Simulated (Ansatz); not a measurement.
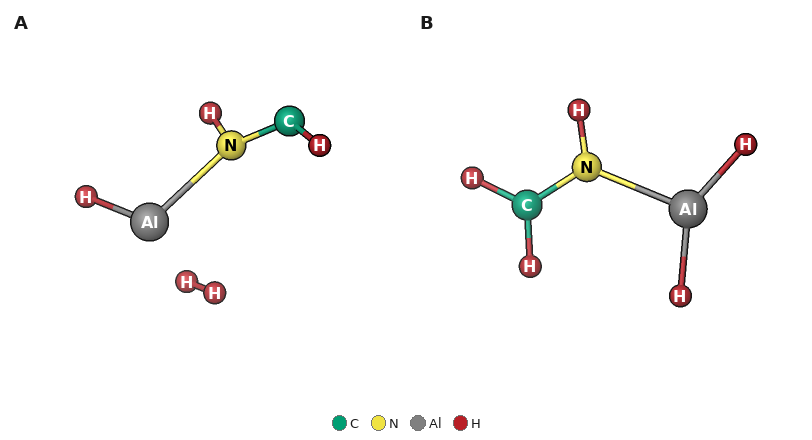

2 stationary structures of one formula. The species has charge +1 and is a spin singlet. Geometries: PBE-D4/def2-SVP. Electronic energies: PBE-D4/def2-SVP (Ansatz 0.2.0), without zero-point energy. No frequency run is at hand to confirm each as a minimum. Each is one conformer, not always the lowest.

Question: Which structure is the most stable?

Answer: B is lowest (Cs); A lies 373.0 kJ/mol above it (C1).
